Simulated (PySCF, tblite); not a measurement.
# C₄H₇BFN: geometry, infrared bands and NMR shifts

Aim: predict the infrared bands and NMR shifts of C₄H₇BFN (`CC#[N+][BH2-]/C=C\F`).

Computed with tblite 0.8.0 and PySCF 2.14.0, with density-fitted response routines of our own, on a single molecule in the gas phase. Atoms are numbered from 0 throughout.

### 1 The molecule as given

14 atoms, charge 0, multiplicity 1; geometry from: force field or distance geometry start.

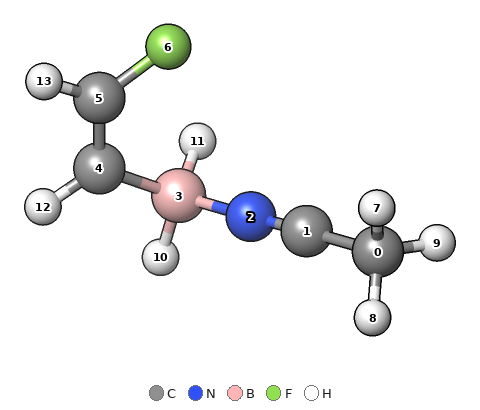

The starting geometry (carbon grey, nitrogen blue, boron pink, fluorine green, hydrogen white), atoms numbered.

### 2 Geometry optimisation with GFN2-xTB

The job: settings as JSON, then the geometry in Å.

```
{"job": {"kind": "relax", "xc": "GFN2-xTB", "basis": "xTB"}, "charge": 0, "multiplicity": 1}
C      2.842800     0.213700     0.445300
C      1.499800    -0.125000    -0.065600
N      0.461700    -0.406300    -0.449200
B     -0.900900    -0.744800    -0.970900
C     -1.996100    -0.397200     0.129800
C     -2.241100     0.859800     0.511900
F     -1.540200     1.914000    -0.003700
H      2.773000     1.135600     1.075100
H      3.233000    -0.624300     1.058900
H      3.511400     0.401300    -0.404900
H     -0.942300    -1.922000    -1.197200
H     -1.119000    -0.153800    -1.966800
H     -2.584000    -1.203100     0.560300
H     -2.998900     1.051700     1.255100
```

The run is started by

```bash
$ OMP_NUM_THREADS=1 python probes_run.py task.json out
```

The driver reads the jobs from task.json and runs them one after another.

What it wrote:

```text
step      E/eV     max force
  0    -570.16574    2.211
  1    -570.15205    4.644
  2    -570.27643    1.254
  3    -570.30716    1.185
  4    -570.33807    0.761
  5    -570.36045    0.300
  6    -570.36967    0.356
  7    -570.38093    0.241
  8    -570.38612    0.146
  9    -570.39034    0.136
 10    -570.39243    0.092
 11    -570.39388    0.103
 12    -570.39492    0.081
 13    -570.39578    0.064
 14    -570.39631    0.068
 15    -570.39672    0.072
 16    -570.39715    0.054
 17    -570.39762    0.062
 18    -570.39809    0.055
 19    -570.39856    0.066
 20    -570.39915    0.072
 21    -570.40006    0.081
 22    -570.40147    0.099
 23    -570.40336    0.110
 24    -570.40559    0.129
 25    -570.40812    0.146
 26    -570.41088    0.141
 27    -570.41375    0.113
 28    -570.41630    0.113
 29    -570.41843    0.115
 30    -570.42105    0.146
 31    -570.42517    0.189
 32    -570.43163    0.333
 33    -570.44026    0.450
 34    -570.44566    0.433
 35    -570.44444    0.685
 36    -570.46044    0.298
 37    -570.46523    0.198
 38    -570.47477    0.366
 39    -570.47896    0.183
 40    -570.48253    0.105
 41    -570.48453    0.120
 42    -570.48624    0.116
 43    -570.48798    0.133
 44    -570.48975    0.160
 45    -570.49242    0.140
 46    -570.49561    0.134
 47    -570.49778    0.112
 48    -570.49938    0.114
 49    -570.50086    0.114
 50    -570.50235    0.122
 51    -570.50386    0.144
 52    -570.50524    0.107
 53    -570.50629    0.113
 54    -570.50703    0.093
 55    -570.50777    0.093
 56    -570.50858    0.057
 57    -570.50905    0.048
 58    -570.50928    0.039
 59    -570.50948    0.045
 60    -570.50975    0.036
 61    -570.51019    0.046
 62    -570.51076    0.054
 63    -570.51134    0.056
 64    -570.51191    0.055
 65    -570.51243    0.056
 66    -570.51283    0.045
 67    -570.51311    0.035
 68    -570.51333    0.047
 69    -570.51357    0.047
 70    -570.51387    0.041
 71    -570.51427    0.041
 72    -570.51462    0.041
 73    -570.51500    0.046
 74    -570.51540    0.040
 75    -570.51572    0.030
 76    -570.51591    0.037
 77    -570.51600    0.029
 78    -570.51607    0.021
 79    -570.51614    0.016
 80    -570.51622    0.015
 81    -570.51629    0.020
 82    -570.51636    0.023
 83    -570.51645    0.025
 84    -570.51661    0.028
 85    -570.51686    0.031
 86    -570.51717    0.040
 87    -570.51744    0.046
 88    -570.51763    0.041
 89    -570.51785    0.047
 90    -570.51821    0.057
 91    -570.51866    0.060
 92    -570.51903    0.049
 93    -570.51923    0.028
 94    -570.51933    0.027
 95    -570.51940    0.023
 96    -570.51947    0.016
 97    -570.51953    0.014
 98    -570.51956    0.023
 99    -570.51959    0.019
100    -570.51964    0.020
101    -570.51972    0.019
102    -570.51978    0.016
103    -570.51982    0.014
104    -570.51984    0.009
```

Wall time 0.84 s (1 thread of Arm Neoverse N1, shared host).

Step by step: (not every step is listed) (the energy doesn't fall at every step)

```
step  energy from step 0 (eV)  largest force (eV/Å)
   0                   0.0000                2.2108
   1                   0.0137                4.6441
   2                  -0.1107                1.2535
   3                  -0.1414                1.1855
   4                  -0.1723                0.7611
   5                  -0.1947                0.2998
   6                  -0.2039                0.3562
   7                  -0.2152                0.2410
   8                  -0.2204                0.1465
  17                  -0.2319                0.0623
  26                  -0.2451                0.1413
  35                  -0.2787                0.6853
  44                  -0.3240                0.1604
  53                  -0.3406                0.1128
  62                  -0.3450                0.0540
  71                  -0.3485                0.0412
  80                  -0.3505                0.0152
  89                  -0.3521                0.0475
  98                  -0.3538                0.0228
  99                  -0.3538                0.0193
 100                  -0.3539                0.0198
 101                  -0.3540                0.0192
 102                  -0.3540                0.0158
 103                  -0.3541                0.0136
 104                  -0.3541                0.0094
```

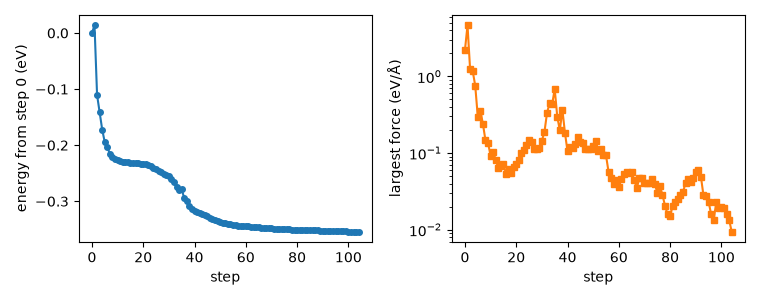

Energy and force, step by step.

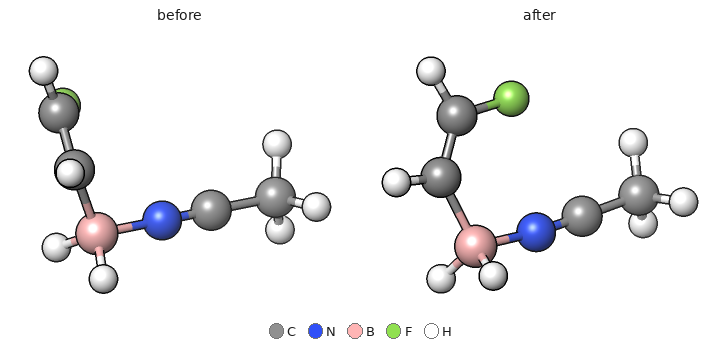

The geometry before (left) and after (right).

Close pairs (by a distance rule), those that changed most:

```
  bond  before (Å)  after (Å)  change (Å)
 C0–C1       1.476      1.428      -0.049
 C0–H7       1.119      1.091      -0.028
 N2–B3       1.498      1.472      -0.025
 C0–H8       1.110      1.090      -0.020
 C4–C5       1.336      1.317      -0.019
 B3–C4       1.591      1.607      +0.016
B3–H11       1.178      1.193      +0.015
 C0–H9       1.098      1.090      -0.008
```

The final coordinates are the input of the step that follows.

### 3 Infrared spectrum with GFN2-xTB

The job: settings as JSON, then the geometry in Å.

```
{"job": {"kind": "ir", "xc": "GFN2-xTB", "basis": "xTB"}, "charge": 0, "multiplicity": 1}
C      2.629518     0.416585     0.362201
C      1.411853    -0.120501    -0.154567
N      0.423268    -0.539510    -0.558285
B     -0.908192    -0.993763    -0.992922
C     -2.027399    -0.208059    -0.148420
C     -1.920031     0.726637     0.773515
F     -0.718646     1.227218     1.202791
H      2.393501     1.301090     0.954885
H      3.120493    -0.319691     0.998311
H      3.295088     0.694225    -0.454990
H     -0.946031    -2.166914    -0.778696
H     -0.982787    -0.739412    -2.156332
H     -3.045928    -0.494185    -0.376713
H     -2.725388     1.215807     1.307055
```

What it wrote:

```text
mode    cm-1     km/mol
  1      45.3      8.13
  2      53.3      3.50
  3      64.7      5.01
  4     158.1      0.07
  5     190.4      1.59
  6     296.3      1.12
  7     330.0      2.07
  8     342.9      2.94
  9     382.5      7.51
 10     638.9      6.80
 11     692.1      0.06
 12     731.1      4.01
 13     804.3      6.69
 14     818.1     16.48
 15     902.9      0.54
 16     947.3      2.08
 17     959.3     89.22
 18     992.2     17.87
 19    1008.4      8.85
 20    1061.6    166.37
 21    1077.4     52.62
 22    1157.0     17.06
 23    1202.5      3.75
 24    1299.4     22.35
 25    1364.6     32.66
 26    1408.2     14.21
 27    1410.9     16.72
 28    1696.5     43.23
 29    2400.3     33.92
 30    2415.9    159.24
 31    2432.9    191.33
 32    3007.2      1.07
 33    3008.9      1.44
 34    3012.0      1.44
 35    3030.0     48.89
 36    3057.7     76.84
```

It took 0.55 s on 1 thread of Arm Neoverse N1, shared host.

Which atoms move in the most intense modes:

```
cm⁻¹  km/mol                               atoms
 959    89.2          F6 33 %, C5 33 %, H12 18 %
1062   166.4         H10 25 %, H11 23 %, B3 21 %
1077    52.6  N2 27 %, C0 21 %, B3 19 %, C1 13 %
1696    43.2                    C4 49 %, C5 48 %
2416   159.2                  H11 48 %, H10 43 %
2433   191.3                  H10 43 %, H11 38 %
3030    48.9                            H13 84 %
3058    76.8                            H12 84 %
```

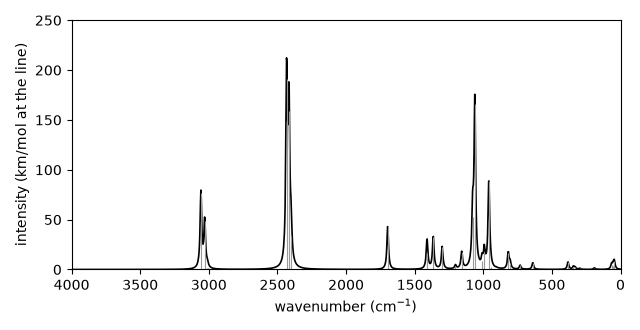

The infrared spectrum from these modes, unscaled. Lines are broadened to a width of 14 cm⁻¹ (Lorentzian).

### 4 Nuclear shieldings: PBE0/pcSseg-1

Same as in step 3 but for these lines:

```diff
@@ -1,2 +1,2 @@
-{"job": {"kind": "ir", "xc": "GFN2-xTB", "basis": "xTB"}, "charge": 0, "multiplicity": 1}
+{"job": {"kind": "nmr", "xc": "PBE0", "basis": "pcSseg-1"}, "charge": 0, "multiplicity": 1}
 C      2.629518     0.416585     0.362201
```

With the program's defaults for keys left out, this is: GIAO PBE0/pcSseg-1 NMR shielding, non-relativistic, gas phase.

What it wrote:

```text
coarse grid: 11920 points
cycle   1  E = -335.4663036564  dE =  9.425e-01  |g| = 6.404e-01  |ddm| = 3.243e+00
cycle   2  E = -335.2371392708  dE =  2.292e-01  |g| = 1.193e+00  |ddm| = 1.341e+00
cycle   3  E = -335.5601689959  dE = -3.230e-01  |g| = 2.271e-01  |ddm| = 8.761e-01
cycle   4  E = -335.5689944877  dE = -8.825e-03  |g| = 7.569e-02  |ddm| = 1.657e-01
cycle   5  E = -335.5699938786  dE = -9.994e-04  |g| = 2.247e-02  |ddm| = 5.088e-02
cycle   6  E = -335.5701099417  dE = -1.161e-04  |g| = 6.420e-03  |ddm| = 1.986e-02
cycle   7  E = -335.5701177829  dE = -7.841e-06  |g| = 2.102e-03  |ddm| = 6.398e-03
final grid: 116240 points
cycle   8  E = -335.6147148223  dE = -3.695e-05  |g| = 6.273e-03  |ddm| = 2.725e-02
cycle   9  E = -335.6147125590  dE =  2.263e-06  |g| = 7.225e-03  |ddm| = 1.053e-02
cycle  10  E = -335.6147246022  dE = -1.204e-05  |g| = 1.689e-03  |ddm| = 5.774e-03
cycle  11  E = -335.6147252028  dE = -6.006e-07  |g| = 4.042e-04  |ddm| = 1.119e-03
cycle  12  E = -335.6147252271  dE = -2.426e-08  |g| = 2.198e-04  |ddm| = 3.651e-04
cycle  13  E = -335.6147252386  dE = -1.156e-08  |g| = 4.150e-05  |ddm| = 1.680e-04
cycle  14  E = -335.6147252390  dE = -3.366e-10  |g| = 1.498e-05  |ddm| = 3.394e-05
converged SCF energy = -335.6147252390

GIAO shielding tensors (ppm)
atom      isotropic    diamagn.    paramagn.     s11        s22        s33       span
  0 C      184.703     249.019     -64.316    175.923    177.705    200.481     24.558
  1 C       66.921     272.393    -205.472    -27.431    -18.362    246.558    273.989
  2 N       38.493     330.846    -292.354   -109.260   -107.955    332.692    441.952
  3 B      134.788     188.808     -54.020    124.121    132.407    147.836     23.715
  4 C       62.890     259.731    -196.840    -61.915     87.561    163.025    224.940
  5 C       28.391     245.200    -216.809    -66.896     63.166     88.902    155.798
  6 F      319.424     481.347    -161.923    221.006    316.834    420.432    199.426
  7 H       29.234      28.934       0.301     24.169     28.034     35.501     11.332
  8 H       29.371      26.786       2.585     24.571     27.000     36.543     11.973
  9 H       29.407      26.127       3.280     24.521     26.981     36.718     12.198
 10 H       29.233      29.722      -0.489     25.660     29.343     32.695      7.034
 11 H       29.197      29.696      -0.499     25.669     29.271     32.652      6.983
 12 H       26.665      29.887      -3.222     25.390     26.477     28.127      2.736
 13 H       24.763      28.750      -3.986     21.689     25.080     27.521      5.832
```

Wall time 31 s (1 thread of Arm Neoverse N1, shared host); peak memory 0.71 GiB.

Shifts follow as δ = σ(reference) − σ, with reference shieldings (ppm) from runs at the same level and on the same kind of geometry: ¹H TMS 31.72, ¹³C TMS 186.9, ¹⁹F CFCl3 170.9, ¹⁵N NH3 267.7, ¹¹B BF3·OEt2 100.1. The references are single molecules in the gas phase, so shifts against H2O, NH3, PH3, H3PO4 or CFCl3 are not on the usual liquid scales and can be off by tens of ppm. Atoms listed in one row are averaged.

```
     atoms                                 environment  σ (ppm)  δ (ppm)  δ scaled to CDCl3
        C5                                   alkene CH     28.4    158.5              152.8
        C4                                   alkene CH     62.9    124.0              119.1
        C1                       nitrilium-type carbon     66.9    120.0              115.2
        C0                methyl carbon α to a nitrile    184.7      2.2                0.3
       H13                    hydrogen on an alkene CH    24.76     6.95               6.66
       H12                    hydrogen on an alkene CH    26.66     5.05               4.87
  H10, H11          hydrogen on a boron bonded to C, N    29.21     2.50                  –
H7, H8, H9  hydrogen on a methyl carbon α to a nitrile    29.34     2.38               2.35
        N2            donor nitrogen of a Lewis adduct     38.5    229.2                  –
        B3                   boron bonded to C, N, 2 H    134.8    -34.7                  –
        F6                            vinylic fluorine    319.4   -148.5                  –
```

The scaled column applies a straight-line fit of computed shieldings to shifts measured in CDCl3, and one for carbons that bear F (root-mean-square error 0.16 ppm for H, 1.9 ppm for C).

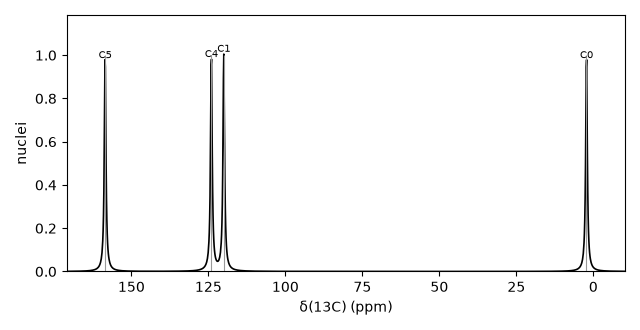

¹³C lines at the computed shifts, without couplings. Lines are broadened to a width of 0.63 ppm (Lorentzian).

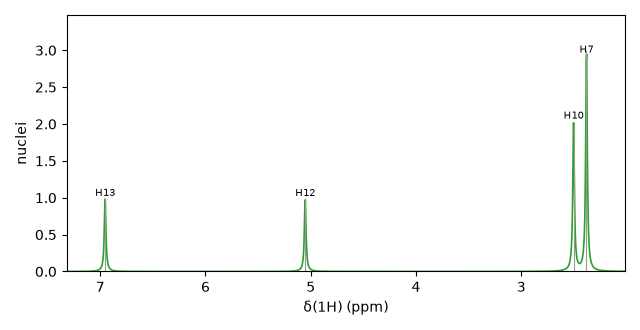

¹H lines at the computed shifts, without couplings. Lines are broadened to a width of 0.02 ppm (Lorentzian).

Charges from the same density, by scheme (e):

```
atoms  Mulliken    IAO  Hirshfeld  ESP fit
   C0     -0.18  -0.46      -0.06    -0.53
   C1      0.21   0.25       0.18     0.45
   N2     -0.28   0.04       0.00    -0.20
   B3      0.15  -0.26      -0.05     0.20
   C4     -0.38  -0.28      -0.14    -0.27
   C5      0.17   0.10       0.00    -0.10
   F6     -0.33  -0.32      -0.12    -0.16
```

IAO charges:

C0 -0.46; C1 0.25; N2 0.04; B3 -0.26; C4 -0.28; C5 0.10; F6 -0.32; H7 0.21; H8 0.20; H9 0.20; H10 0.01; H11 0.01; H12 0.16; H13 0.14

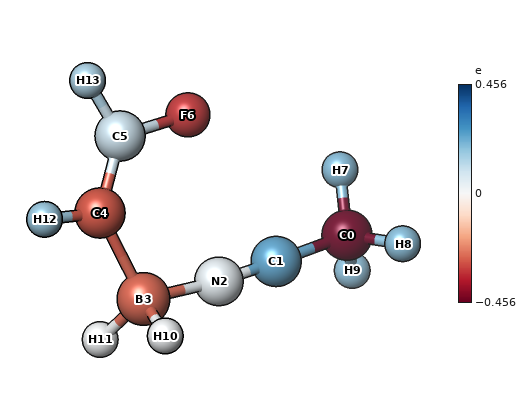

IAO charges, as colours on the atoms.

Mayer bond orders: C0–C1 1.06, C1–N2 2.60, N2–B3 0.76, B3–C4 0.84, C4–C5 1.92, C5–F6 0.89.

### 5 Summary of results

```
                                                              quantity                         value
                             strongest single infrared mode (GFN2-xTB)         2433 cm⁻¹, 191 km/mol
                                          zero-point energy (GFN2-xTB)                 63.5 kcal/mol
                                ¹³C shifts against TMS (PBE0/pcSseg-1)  158.5, 124.0, 120.0, 2.2 ppm
¹H shifts against TMS (PBE0/pcSseg-1, means over atoms taken as alike)    6.95, 5.05, 2.50, 2.38 ppm
                                ¹⁵N shifts against NH3 (PBE0/pcSseg-1)                     229.2 ppm
                           ¹¹B shifts against BF3·OEt2 (PBE0/pcSseg-1)                     -34.7 ppm
                              ¹⁹F shifts against CFCl3 (PBE0/pcSseg-1)                    -148.5 ppm
```

**Reading.** The optimisation took 104 steps and gained 0.354 eV; among the close pairs (by a distance rule), C0–C1 changed most, from 1.476 to 1.428 Å. All 36 modes are real, so the xTB geometry is a minimum. The strongest single mode, at 2433 cm⁻¹, moves mainly H10 and H11. Unscaled tight-binding wavenumbers are off by several per cent, some by more. Its intensities can rank the bands wrongly. At PBE0/pcSseg-1: Shielding is most anisotropic at N2 (span 442 ppm, paramagnetic term -292 ppm).
